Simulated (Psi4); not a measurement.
# HSE06/cc-pVDZ run of C2H2F4 (norflurane)

What is the vertical ionisation energy of C2H2F4 (norflurane) at HSE06/cc-pVDZ? 

Program for the calculation: Psi4 1.11.

10 further runs of the same task are left out: 9 that didn't finish, 1 set aside as unsound or not needed.

**1. The system as given**

C2H2F4 has 8 atoms, charge 0, and is taken as a singlet. SMILES: `FCC(F)(F)F`. The coordinates come from a PBE0-D4/def2-TZVP relaxation.

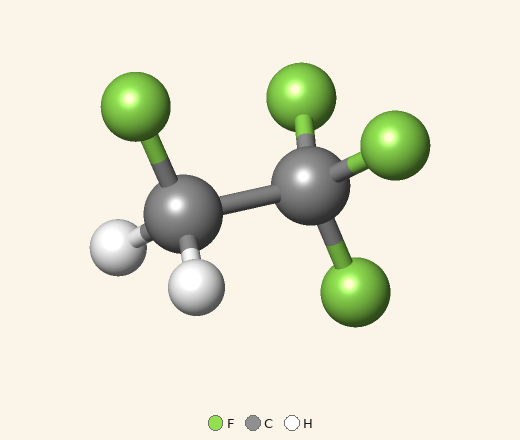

Viewed from a chosen angle; fluorine green, carbon grey, hydrogen white.

**2. A single-point energy at HSE06/cc-pVDZ**

run.py reads:

```python
import numpy as np
from ase.calculators.psi4 import Psi4
from ase import Atoms

a = Atoms(['F', 'C', 'C', 'F', 'F', 'F', 'H', 'H'], positions=[
    [-0.224600, -1.506500, 0.915200],
    [-0.211200, -0.737800, -0.211700],
    [0.211200, 0.674300, 0.135500],
    [1.434400, 0.711300, 0.662400],
    [0.217100, 1.411800, -0.982100],
    [-0.624600, 1.243600, 1.002900],
    [0.502000, -1.148600, -0.930100],
    [-1.212300, -0.705100, -0.647900],
])
calc = Psi4(atoms=a, method='hse06', basis='cc-pVDZ', memory='1600MB', num_threads=1, charge=0, multiplicity=1, label='calc')
calc.psi4.set_options({'puream': True, 'e_convergence': 1e-09, 'd_convergence': 1e-08, 'scf_type': 'pk', 'dft_radial_points': 99, 'dft_spherical_points': 590})
a.calc = calc

print(f'energy: {a.get_potential_energy():.6f} eV')
```

Run with:

```console
python run.py
```

calc.dat:

```text
[...]
  Running in c1 symmetry.
[...]
  Nuclear repulsion =  273.039960987056929
[...]
  Multiplicity = 1
[...]
  Nalpha       = 25
  Nbeta        = 25
[...]
    Number of basis functions: 94
[...]
   @RKS iter   1:  -476.29219347632693   -1.86581e-01   5.31027e-03 ADIIS/DIIS
[...]
   @RKS iter  11:  -476.38598094373418   -1.56319e-11   3.45033e-09 DIIS
[...]
    Orbital Energies [Eh]
    ---------------------
    Doubly Occupied:
       1A    -24.809780     2A    -24.806679     3A    -24.806650
       4A    -24.776836     5A    -10.465742     6A    -10.322822
       7A     -1.344797     8A     -1.253745     9A     -1.251291
      10A     -1.238765    11A     -0.796921    12A     -0.684469
      13A     -0.606879    14A     -0.606484    15A     -0.581923
      16A     -0.517069    17A     -0.515016    18A     -0.472937
      19A     -0.472037    20A     -0.444891    21A     -0.432273
      22A     -0.431115    23A     -0.412965    24A     -0.366612
      25A     -0.356630
[...]
  @RKS Final Energy:  -476.38598094373418
   => Energetics <=
    Nuclear Repulsion Energy =            273.0399609870569293
    One-Electron Energy =               -1203.8041944849067022
    Two-Electron Energy =                 495.4240977947478086
    DFT Exchange-Correlation Energy =     -41.0458452406322110
    Empirical Dispersion Energy =           0.0000000000000000
    VV10 Nonlocal Energy =                  0.0000000000000000
    Total Energy =                       -476.3859809437341823
[...]
 Multipole Moments:
 ------------------------------------------------------------------------------------
     Multipole            Electronic (a.u.)      Nuclear  (a.u.)        Total (a.u.)
 ------------------------------------------------------------------------------------
 L = 1.  Multiply by 2.5417464519 to convert [e a0] to [Debye]
 Dipole X            :          0.9671807           -1.1523862           -0.1852055
 Dipole Y            :          2.5717039           -2.8838426           -0.3121387
 Dipole Z            :          1.8346806           -2.4686435           -0.6339629
 Magnitude           :                                                    0.7305071
[...]
```

The script printed:

```text
energy: -12963.122824 eV
```

It took 73 s on 1 thread of Intel Xeon Platinum 8259CL at 2.50GHz (Skylake/Cascade Lake), shared host; peak memory 0.97 GiB.

**3. The doublet cation**

c2h2f4.py reads:

```python
import psi4

psi4.set_memory(1600000000)
psi4.set_num_threads(1)
psi4.core.set_output_file('c2h2f4.out', False)

molecule = psi4.geometry("""
1 2
F     -0.224600    -1.506500     0.915200
C     -0.211200    -0.737800    -0.211700
C      0.211200     0.674300     0.135500
F      1.434400     0.711300     0.662400
F      0.217100     1.411800    -0.982100
F     -0.624600     1.243600     1.002900
H      0.502000    -1.148600    -0.930100
H     -1.212300    -0.705100    -0.647900
units angstrom
symmetry c1
""")

options = {'basis': 'cc-pVDZ', 'reference': 'uks', 'puream': True, 'e_convergence': 1e-09, 'd_convergence': 1e-08, 'scf_type': 'pk', 'dft_radial_points': 99, 'dft_spherical_points': 590, 'maxiter': 100}
psi4.set_options(options)

E, wfn = psi4.energy('HSE06', return_wfn=True)
psi4.oeprop(wfn, 'LOWDIN_CHARGES', 'DIPOLE', 'WIBERG_LOWDIN_INDICES', title='HSE06')
print('E =', round(E, 9))
for k, v in sorted(psi4.core.scalar_variables().items()):
    print(f'{k:45s} {v:18.10f}')
```

Run with:

```console
python c2h2f4.py
```

c2h2f4.out:

```text
[...]
  Running in c1 symmetry.
[...]
  Nuclear repulsion =  273.039960987056929
[...]
  Multiplicity = 2
[...]
  Nalpha       = 25
  Nbeta        = 24
[...]
    Number of basis functions: 94
[...]
   @UKS iter   1:  -475.85416527610528    2.51447e-01   4.33677e-03 DIIS/ADIIS
[...]
   @UKS iter  15:  -475.91573361046096   -4.60432e-12   6.47236e-09 DIIS
[...]
   @S^2 Observed:                7.532897148E-01
[...]
    Orbital Energies [Eh]
    ---------------------
    Alpha Occupied:
       1A    -25.135161     2A    -25.089632     3A    -25.088696
       4A    -25.088677     5A    -10.771146     6A    -10.638427
       7A     -1.621157     8A     -1.576263     9A     -1.525924
      10A     -1.525633    11A     -1.111051    12A     -0.959076
      13A     -0.884366    14A     -0.880209    15A     -0.880048
      16A     -0.825560    17A     -0.811844    18A     -0.763056
      19A     -0.741073    20A     -0.739715    21A     -0.703031
      22A     -0.700058    23A     -0.676095    24A     -0.673828
      25A     -0.668726
    Alpha Virtual:
[...]
  @UKS Final Energy:  -475.91573361046096
   => Energetics <=
    Nuclear Repulsion Energy =            273.0399609870569293
    One-Electron Energy =               -1189.5313914408131950
    Two-Electron Energy =                 481.2293788360519216
    DFT Exchange-Correlation Energy =     -40.6536819927566171
    Empirical Dispersion Energy =           0.0000000000000000
    VV10 Nonlocal Energy =                  0.0000000000000000
    Total Energy =                       -475.9157336104609612
[...]
 Multipole Moments:
 ------------------------------------------------------------------------------------
     Multipole            Electronic (a.u.)      Nuclear  (a.u.)        Total (a.u.)
 ------------------------------------------------------------------------------------
 L = 1.  Multiply by 2.5417464519 to convert [e a0] to [Debye]
 Dipole X            :          0.6931254           -1.1523862           -0.4592608
 Dipole Y            :          1.6892902           -2.8838426           -1.1945523
 Dipole Z            :          1.5564008           -2.4686435           -0.9122426
 Magnitude           :                                                    1.5716432
[...]
```

The script printed:

```text
E = -475.91573361
CURRENT ENERGY                                   -475.9157336105
CURRENT REFERENCE ENERGY                         -475.9157336105
DD SOLVATION ENERGY                                 0.0000000000
DFT FUNCTIONAL TOTAL ENERGY                      -475.9157336105
DFT TOTAL ENERGY                                 -475.9157336105
DFT VV10 ENERGY                                     0.0000000000
DFT XC ENERGY                                     -40.6536819928
GRID ELECTRONS ALPHA                               24.9999999556
GRID ELECTRONS BETA                                23.9999999593
GRID ELECTRONS TOTAL                               48.9999999149
NUCLEAR REPULSION ENERGY                          273.0399609871
ONE-ELECTRON ENERGY                             -1189.5313914408
PCM POLARIZATION ENERGY                             0.0000000000
PE ENERGY                                           0.0000000000
SCF ITERATION ENERGY                             -475.9157336105
SCF ITERATIONS                                     15.0000000000
SCF TOTAL ENERGY                                 -475.9157336105
TWO-ELECTRON ENERGY                               481.2293788361
XC GRID RADIAL POINTS                              99.0000000000
XC GRID SPHERICAL POINTS                          590.0000000000
XC GRID TOTAL POINTS                           443234.0000000000
```

It took 1.7 min on 1 thread of Intel Xeon Platinum 8259CL at 2.50GHz (Skylake/Cascade Lake), shared host; peak memory 0.96 GiB.

**4. Outcome**

Level: HSE06/cc-pVDZ.

| quantity | value |
| --- | --- |
| singlet C2H2F4: total energy | -476.38598 Eh |
| singlet C2H2F4: dipole moment | 1.86 D |
| singlet C2H2F4: HOMO energy | -9.70 eV |
| singlet C2H2F4: LUMO energy | 1.56 eV |
| singlet C2H2F4: HOMO–LUMO gap | 11.26 eV |
| doublet cation: total energy | -475.91573 Eh |
| doublet cation: HOMO energy (highest over α and β) | -17.88 eV |
| doublet cation: LUMO energy (lowest over α and β) | -15.87 eV |
| doublet cation: ⟨S²⟩ | 0.753 |
| vertical ionisation energy (to the doublet cation) | 12.796 eV |

What this shows: The vertical ionisation energy comes to 12.80 eV (295 kcal/mol). −ε(HOMO) before ionisation, 9.70 eV, is 3.09 eV below this ionisation energy.
